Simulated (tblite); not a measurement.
System: H₂Se, singlet: map of symmetric stretch and bend. Scanned: Se-H bond length and H-Se-H angle.

Cartesian coordinates as functions of the variables (Å; names that start with a are angles):
```
Se  0  0  0
H  r*sin(a/2)  0  r*cos(a/2)
H  -r*sin(a/2)  0  r*cos(a/2)
```

Calculation: GFN2-xTB, 300 K electronic temperature run with tblite.

Energy in mEh above the lowest grid point; x is the Se-H bond length (Å), y the H-Se-H angle (°).

```csv
y \ x,1.24,1.33,1.41,1.48,1.55,1.63,1.70,1.77,1.85,1.92,1.97
180,106.9,88.7,88.9,95.8,106.1,115.9,119.5,122.8,127.4,132.3,136.3
173,105.2,86.5,85.8,91.0,97.3,103.1,107.8,112.7,118.8,124.9,129.7
163,97.9,77.1,73.6,75.7,79.6,85.0,90.4,96.7,104.8,112.5,118.4
153,86.7,63.6,58.2,59.1,62.6,68.6,74.9,82.3,91.6,100.5,107.3
143,74.0,49.3,42.9,43.5,47.3,54.1,61.4,69.7,80.1,90.0,97.4
133,61.7,36.0,29.1,29.8,34.1,41.6,49.7,58.9,70.3,80.9,88.9
123,51.1,24.5,17.5,18.4,23.0,31.2,40.0,49.9,62.1,73.5,81.9
113,42.9,15.7,8.5,9.4,14.4,23.1,32.5,42.9,55.8,67.6,76.4
103,38.1,10.1,2.5,3.3,8.4,17.5,27.2,38.0,51.3,63.6,72.6
93,37.2,8.2,0.0,0.6,5.6,14.6,24.5,35.5,49.1,61.5,70.7
83,41.2,10.9,1.7,1.7,6.3,15.0,24.7,35.7,49.3,61.8,71.0
70,54.9,22.4,11.5,10.1,13.6,21.3,30.3,40.6,53.7,65.7,74.7
```

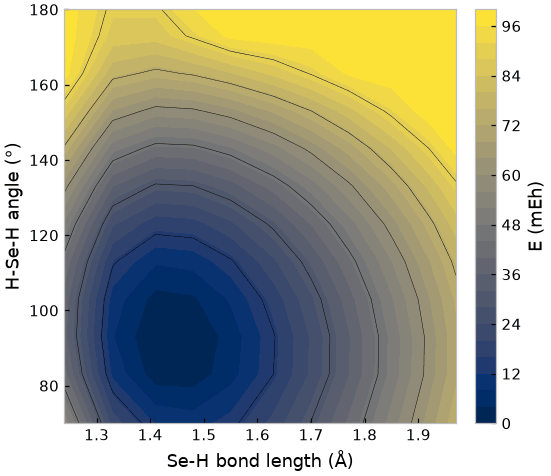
Figure: Energy surface, cut off at 99 mEh.

Points that lie below all their neighbours on the grid: x = 1.41, y = 93 (0.0 mEh).
